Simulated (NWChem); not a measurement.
**CH5ClGe (SMILES [H][Ge]([H])([CH3])[Cl]): levels of theory compared**

Wanted: a comparison of 6 runs (HF/STO-3G, HF/3-21G, B3LYP/STO-3G, BLYP/6-31G, B3LYP/6-31G*) of CH5ClGe. 

The calculation is run with NWChem 7.3.0.

### 1 The molecule

CH5ClGe: 8 atoms, total charge 0, spin state singlet. As SMILES, `[H][Ge]([H])([CH3])[Cl]`. The shape comes from GFN2-xTB, which is rough for such elements, and wasn't checked as a minimum.

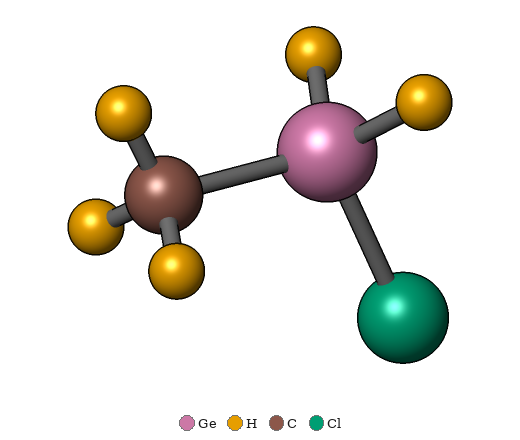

The structure, seen from a chosen angle (germanium pink, hydrogen amber, carbon brown, chlorine teal).

### 2 Energy and forces at HF/STO-3G (run 1)

run.py

```python
from ase import Atoms
from ase.calculators.nwchem import NWChem

mol = Atoms(['Ge', 'H', 'H', 'C', 'H', 'H', 'H', 'Cl'], positions=[
    [0.483850, -0.678830, 0.346630],
    [0.506980, -0.747660, 1.856740],
    [1.912190, -0.767860, -0.140000],
    [-0.455050, 0.916670, -0.329980],
    [-0.006740, 1.828520, 0.052960],
    [-1.499870, 0.894640, -0.028830],
    [-0.415750, 0.944310, -1.416630],
    [-0.525610, -2.389780, -0.340890],
])

calc = NWChem(
    label='ch5clge',
    theory='scf',
    memory='2200 mb',
    basis='STO-3G',
    basispar='spherical bse',
    scf={'nopen': '0', 'rhf': None, 'thresh': '1e-08', 'maxiter': '80', 'print': 'low'},
)
mol.calc = calc

forces = mol.get_forces()
print(f"energy = {mol.get_potential_energy():.6f} eV")
print("forces (eV/A):")
for s, f in zip(mol.symbols, forces):
    print(f"{s:2s} {f[0]:10.5f} {f[1]:10.5f} {f[2]:10.5f}")
```

Command:

```bash
export ASE_NWCHEM_COMMAND="nwchem PREFIX.nwi > PREFIX.nwo"
python run.py
```

Output:

```text
energy = -69300.100641 eV
forces (eV/A):
Ge    1.59815    1.82302    1.12702
H    -0.19201    0.10912   -1.45463
H    -1.43200    0.12069    0.30426
C     0.42341   -1.06989    0.27948
H    -0.02679   -0.15272   -0.02936
H     0.22816    0.05831   -0.07672
H    -0.02761    0.04654    0.24965
Cl   -0.57130   -0.93506   -0.39976
```

The calculator wrote ch5clge.nwi:

```
title "ch5clge"

permanent_dir ch5clge

scratch_dir ch5clge

start ch5clge

geometry units angstrom nocenter noautosym noautoz
  Ge 4.8385000000000000e-01 -6.7883000000000004e-01 3.4662999999999999e-01
  H  5.0697999999999999e-01 -7.4765999999999999e-01 1.8567400000000001e+00
  H  1.9121900000000001e+00 -7.6785999999999999e-01 -1.4000000000000001e-01
  C  -4.5505000000000001e-01 9.1666999999999998e-01 -3.2998000000000000e-01
  H  -6.7400000000000003e-03 1.8285199999999999e+00 5.2960000000000000e-02
  H  -1.4998700000000000e+00 8.9463999999999999e-01 -2.8830000000000001e-02
  H  -4.1575000000000001e-01 9.4430999999999998e-01 -1.4166300000000001e+00
  Cl -5.2561000000000002e-01 -2.3897800000000000e+00 -3.4089000000000003e-01
end

memory 2200 mb

basis spherical bse noprint
   * library STO-3G
end

scf
  nopen 0
  rhf
  thresh 1e-08
  maxiter 80
  print low
end

task scf gradient
```

ch5clge.nwo:

```text
Northwest Computational Chemistry Package (NWChem) 7.3.0
             --------------------------------------------------------

           Job information
           ---------------

    nwchem branch   = 7.3.0
    use scalapack   = T
    input           = ch5clge.nwi
    prefix          = ch5clge.
    data base       = ch5clge/ch5clge.db
    status          = startup
    nproc           =        1

           Memory information
           ------------------

[... 5 lines left out ...]
    hardfail = no
[... 113 lines left out ...]
       Final RHF  results
[... 3 lines left out ...]
      One-electron energy =  -4109.367263686423
[... 1 line left out ...]
 Nuclear repulsion energy =    273.453620687731
[... 3 lines left out ...]
                              NWChem Gradients Module
                              -----------------------

                         RHF ENERGY GRADIENTS

    atom               coordinates                        gradient
                 x          y          z           x          y          z
   1 Ge      0.914344  -1.282803   0.655036   -0.031079  -0.035452  -0.021917
   2 H       0.958053  -1.412873   3.508730    0.003734  -0.002122   0.028288
   3 H       3.613515  -1.451045  -0.264562    0.027848  -0.002347  -0.005917
[... 4 lines of this table left out ...]
   8 Cl     -0.993259  -4.516029  -0.644189    0.011110   0.018184   0.007774

 Task  times  cpu:        3.2s     wall:        3.2s
 Total times  cpu:        3.2s     wall:        3.2s
```

It took 4.5 s on 1 thread of AMD EPYC 9R45 (Zen 5), shared host; peak memory 0.099 GiB.

### 3 Energy and gradient at HF/3-21G (run 2)

mol.nw

```
start mol
memory stack 880 mb heap 220 mb global 1100 mb
geometry noautosym nocenter noautoz
  Ge     0.483850    -0.678830     0.346630
  H      0.506980    -0.747660     1.856740
  H      1.912190    -0.767860    -0.140000
  C     -0.455050     0.916670    -0.329980
  H     -0.006740     1.828520     0.052960
  H     -1.499870     0.894640    -0.028830
  H     -0.415750     0.944310    -1.416630
  Cl    -0.525610    -2.389780    -0.340890
end
basis spherical bse
  Ge library 3-21G
  H library 3-21G
  C library 3-21G
  Cl library 3-21G
end
scf
  thresh 1e-08
  maxiter 80
end
task scf gradient
```

Command:

```bash
nwchem mol.nw > mol.out
```

Output:

```text
[...]
  functions       =    54
[...]
  wavefunction    = RHF
[...]
         Total SCF energy =  -2563.238473941330
      One-electron energy =  -4115.068323506273
      Two-electron energy =   1278.376228877212
 Nuclear repulsion energy =    273.453620687731
        Time for solution =      2.4s
[...]
                         RHF ENERGY GRADIENTS
    atom               coordinates                        gradient
                 x          y          z           x          y          z
   1 Ge      0.914344  -1.282803   0.655036   -0.019808  -0.053458  -0.013724
   2 H       0.958053  -1.412873   3.508730    0.002575  -0.000025  -0.007689
   3 H       3.613515  -1.451045  -0.264562   -0.006397   0.000193   0.005092
   4 C      -0.859920   1.732255  -0.623572   -0.000674   0.006131  -0.000120
   5 H      -0.012737   3.455402   0.100080   -0.000379   0.001601  -0.000143
   6 H      -2.834343   1.690624  -0.054481   -0.002648  -0.000193   0.000633
   7 H      -0.785654   1.784487  -2.677043    0.000149  -0.000009  -0.002805
   8 Cl     -0.993259  -4.516029  -0.644189    0.027182   0.045759   0.018756
[...]
```

It took 4.2 s on 1 thread of AMD EPYC 9R45 (Zen 5), shared host; peak memory 0.098 GiB.

Runs 3 to 5 aren't shown in full; the table further down has their settings and results.

### 4 Energy and gradient at B3LYP/6-31G(d) (Cartesian functions) (run 6)

job.nw

```
start job
title "GeH2MeCl"
memory total 2200 mb

geometry units angstrom noautosym nocenter noautoz
  Ge       0.483850      -0.678830       0.346630
  H        0.506980      -0.747660       1.856740
  H        1.912190      -0.767860      -0.140000
  C       -0.455050       0.916670      -0.329980
  H       -0.006740       1.828520       0.052960
  H       -1.499870       0.894640      -0.028830
  H       -0.415750       0.944310      -1.416630
  Cl      -0.525610      -2.389780      -0.340890
end

basis cartesian
  Ge library 6-31G*
  H library 6-31G*
  C library 6-31G*
  Cl library 6-31G*
end

dft
  xc b3lyp
  grid xfine
  convergence energy 1e-08
  maxiter 100
  mulliken
end

task dft gradient
```

Command:

```bash
nwchem job.nw > job.out
```

Output:

```text
[...]
          Wavefunction type:  closed shell.
          No. of atoms     :     8
          No. of electrons :    60
[...]
          Charge           :     0
          Spin multiplicity:     1
[...]
          AO basis - number of functions:    79
[...]
              XC Information
              --------------
                         B3LYP Method XC Potential
                     Hartree-Fock (Exact) Exchange  0.200
                        Slater Exchange Functional  0.800 local
                    Becke 1988 Exchange Functional  0.720 non-local
              Lee-Yang-Parr Correlation Functional  0.810
                  VWN I RPA Correlation Functional  0.190 local
[...]
 d= 0,ls=0.0,diis     1  -2578.0769917155 -2.85D+03  1.24D-02  1.19D+00     3.2
[...]
 d= 0,ls=0.0,diis    10  -2578.1194232062 -2.10D-10  1.38D-07  1.44D-10    25.1
         Total DFT energy =    -2578.119423206193
      One electron energy =    -4128.546134999948
           Coulomb energy =     1391.618686960692
    Exchange-Corr. energy =     -114.645595854669
 Nuclear repulsion energy =      273.453620687731
[...]
      Total Density - Mulliken Population Analysis
     ---------------------------------------------
    Atom       Charge   Shell Charges
 -----------   ------   -------------------------------------------------------
    1 Ge  32    31.84   2.00  1.99  6.00  1.93  5.99  1.35  2.13  0.08  0.20  6.92  2.95  0.31
    2 H    1     0.96   0.50  0.47
    3 H    1     0.96   0.50  0.47
    4 C    6     6.58   1.99  0.68  2.12  0.66  1.11  0.02
    5 H    1     0.83   0.52  0.30
    6 H    1     0.82   0.52  0.30
    7 H    1     0.82   0.52  0.30
    8 Cl  17    17.19   2.00  1.99  5.97  1.46  3.63  0.54  1.63 -0.03
[...]
  wavefunction    = closed shell
[...]
```

Wall time 35 s (1 thread of AMD EPYC 9R45 (Zen 5), shared host); peak memory 0.14 GiB.

### 5 The series

| run | level | iteration cap | module | energy (Eh) | largest force (eV/Å) | wall time |
| --- | --- | --- | --- | --- | --- | --- |
| 1 | HF/STO-3G | 80 | scf | -2546.731746 | 2.674 | 4.5 s |
| 2 | HF/3-21G | 80 | scf | -2563.238474 | 3.015 | 4.2 s |
| 3 | B3LYP/STO-3G | 100 | dft | -2548.934825 | 2.727 | 9 s |
| 4 | BLYP/6-31G | 100 | dft | -2577.957022 | 3.181 | 25 s |
| 5 | B3LYP/6-31G* (spherical functions) | 100 | dft | -2578.110223 | 1.650 | 30 s |
| 6 | B3LYP/6-31G* (Cartesian functions) | 100 | dft | -2578.119423 | 1.647 | 35 s |

### 6 Summary of results

| quantity | value |
| --- | --- |
| run 6: total energy | -2578.11942 Eh |
| run 6: dipole moment | 2.34 D |
| run 6: HOMO energy | -8.13 eV |
| run 6: LUMO energy | 0.15 eV |
| run 6: HOMO–LUMO gap | 8.28 eV |
| run 6: largest force on an atom | 1.647 eV/Å |

**Reading.** Over runs 2, 3, 4, 5, 6 the dipole moment (its size) runs from 2.34 D (B3LYP/6-31G*) to 3.30 D (HF/3-21G). The two ends differ in method and basis. Over runs 2, 4, 5, 6 the HOMO–LUMO gap runs from 6.41 eV (BLYP/6-31G) to 15.27 eV (HF/3-21G). Totals of different functionals can't be ranked against each other. In runs 1, 3 the basis is minimal, so the values are rough. All runs together took 1.8 min, the longest 35 s.
